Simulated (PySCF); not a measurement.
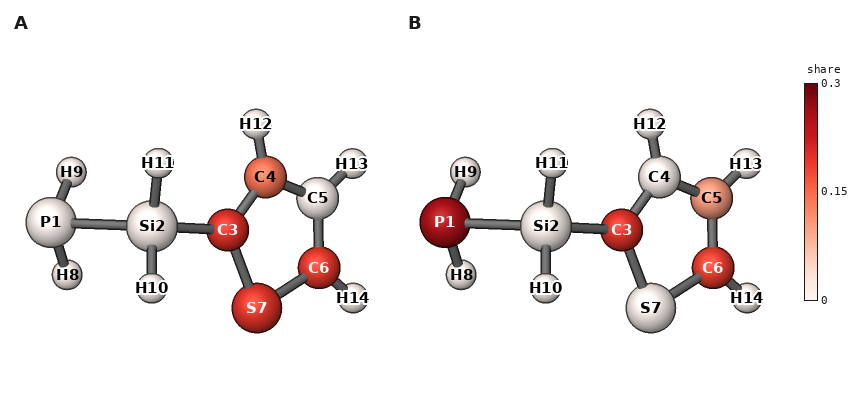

Each panel colours the atoms by their Löwdin share in one orbital (up to four of the largest shares; other atoms are shown as zero). The computed structure is the end point of a GFN2-xTB optimisation. No frequency run is at hand to confirm it as a minimum. Method: PBE0/def2-SVPD (PySCF 2.14.0).

> The panels show the HOMO, LUMO, in some order. Which is which?

A: LUMO, −0.93 eV; C3 0.20, S7 0.19, C6 0.19, C4 0.14
B: HOMO, −6.80 eV; P1 0.25, C3 0.20, C6 0.18, C5 0.10

The geometry is semi-empirical. Around P, Si such bond lengths and angles can be off by a tenth of an ångström or more and by several degrees, and values that hang on the shape move with them.
